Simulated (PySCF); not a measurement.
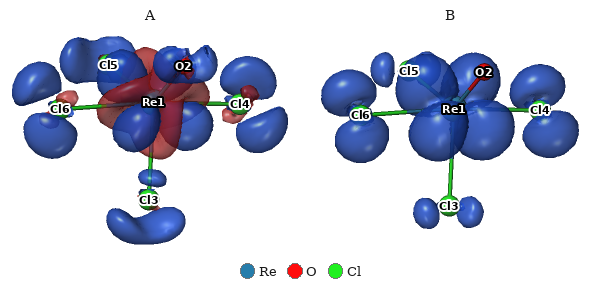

Figure 1: [ReOCl4]- (Cl$_{4}$ORe, charge −1). The Fukui function f⁻ from two separate SCF calculations and the density of the HOMO, at ±0.02 e/Å³ (blue positive, red negative).

PySCF calculation, B3LYP/def2-SVPD, gas phase; geometry: GFN2-xTB. Core potentials replace the inner electrons of Re; spin–orbit coupling isn't included. This is a single-reference result, which may miss multireference character in this system. No frequency check shows the geometry to be a minimum. GFN2-xTB bond lengths at metals and heavier atoms can be off by up to 0.1 Å and shapes distorted, which carries into these values.

The calculation's input:

```python
import numpy as np
from pyscf import gto, scf, dft
from pyscf.scf import atom_ks, atom_hf
from scipy.linalg import block_diag

def solve(mol, dm0=None, hcore=None):
    mf = (dft.UKS if mol.spin else dft.RKS)(mol, xc='b3lyp')
    mf.grids.level = 3
    mf = mf.density_fit(auxbasis='def2-universal-jkfit')
    mf.conv_tol, mf.max_cycle = 1e-8, 80
    if hcore is not None:
        mf.get_hcore = lambda *args: hcore
    mf.kernel(dm0)
    if not mf.converged:
        mf = mf.newton().run(mf.mo_coeff, mf.mo_occ, max_cycle=30)
    assert mf.converged, 'SCF not converged'
    return mf

mol = gto.M(atom='''
Re     0.00004     0.00092    -0.26280
O     -0.00093     0.01755    -1.92051
Cl     0.00739    -1.76473     1.08868
Cl    -2.33158    -0.00576    -0.06536
Cl    -0.00714     1.75298     1.10561
Cl     2.33160     0.00520    -0.06577
''', basis='def2-svpd', ecp={'Re': 'def2-svpd'}, charge=-1, spin=0, verbose=4)
mf = solve(mol)
out = dict(e0=mf.e_tot, dm0=mf.make_rdm1(), c=mf.mo_coeff, occ=mf.mo_occ, eps=mf.mo_energy)
for name, dq, spin in [('cation', 1, 1)]:
    ion = mol.copy().set(charge=mol.charge + dq, spin=spin).build()
    mi = solve(ion)
    if spin and dq > 0 and mol.nao < 130:
        c, _, stable, _ = mi.stability(return_status=True)
        if not stable:
            mi = solve(ion, mi.make_rdm1(c, mi.mo_occ))
    print(name, 'vertical energy change / eV', (mi.e_tot - mf.e_tot) * 27.211386)
    out.update({'e_' + name: mi.e_tot, 'dm_' + name: mi.make_rdm1(), 's2_' + name: mi.spin_square()[0], 'eps_' + name: mi.mo_energy, 'occ_' + name: mi.mo_occ})
# spherically averaged free atoms, for the promolecule
atom_ks.AtomSphAverageRKS.init_guess_by_vsap = lambda self, mol=None: self.init_guess_by_minao(mol)  # core potentials
atm = atom_ks.get_atm_nrks(mol, xc='b3lyp')
pro = block_diag(*[(atm[a[0]][2] * atm[a[0]][3]) @ atm[a[0]][2].T for a in mol._atom])
np.savez('result.npz', pro=pro, **out)
```

Run with:

```sh
OMP_NUM_THREADS=1 python input.py
```

The run took 2.5 min on 1 thread of Arm Neoverse N1 (shared host), peak memory 0.78 GiB.

Partitions, critical points and surface values were worked out afterwards from this run's density.

> Which panel is which, and how good is the frozen-orbital picture?

A is f⁻ (it has negative regions), B the HOMO density. The HOMO lies on Re1 (57 %), Cl4 and Cl6 (14 % each) and Cl3 and Cl5 (7 % each); f⁻ (Hirshfeld-condensed) is largest on Cl4 and Cl6 (0.20 each), Re1 (0.19) and Cl3 and Cl5 (0.16 each); the vertical detachment energy is 3.79 eV (the stability of the neutral species's solution wasn't checked). Relaxation shifts 38 % of the electron between atoms. The orbital energy is −1.95 eV.
